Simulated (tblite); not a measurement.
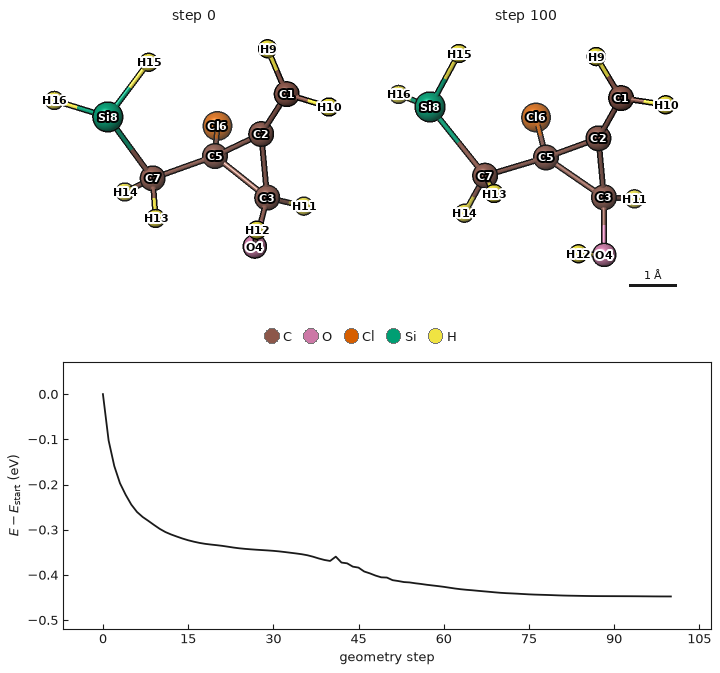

First and last geometry of a relaxation of C5H8ClOSi (multiplicity 2), with the history of the run. Style: ball-and-stick. Shown at a tilt.

All numbers below come from GFN2-xTB geometry optimisation, gas phase in tblite. 

What do the curves and the structures tell?

Answer. It converged. The energy falls by 0.448 eV in 100 geometry steps. The atom that moves furthest after the best rigid fit is H16 (0.93 Å). Largest moves by element: H 0.93 Å, O 0.54 Å, Si 0.53 Å, Cl 0.46 Å, C 0.39 Å. Among the contacts that change: Cl6–Si8 3.803 → 3.210 Å, C7–Si8 1.871 → 1.907 Å, C3–C5 1.497 → 1.526 Å, O4–H12 0.992 → 0.963 Å. Among the angles between lasting bonds that change: C3–C5–C7 114.4° → 122.7°, C1–C2–C5 155.8° → 147.6°, C2–C3–O4 116.6° → 123.8°. Groups turn about C3–O4 by about 50°, C7–Si8 by about 40°, C5–C7 by about 40°. The run took 0.85 s on 1 thread of Arm Neoverse V1, on a shared host.

```csv
step,"E − E(0), eV"
0,0.0000
1,-0.1024
2,-0.1591
3,-0.1971
4,-0.2226
5,-0.2445
6,-0.2607
7,-0.2718
8,-0.2805
9,-0.2895
10,-0.2980
15,-0.3233
19,-0.3328
24,-0.3411
29,-0.3458
34,-0.3525
38,-0.3636
43,-0.3744
48,-0.4015
53,-0.4158
57,-0.4217
62,-0.4301
67,-0.4362
72,-0.4409
76,-0.4435
81,-0.4456
86,-0.4467
91,-0.4470
95,-0.4473
100,-0.4476
```
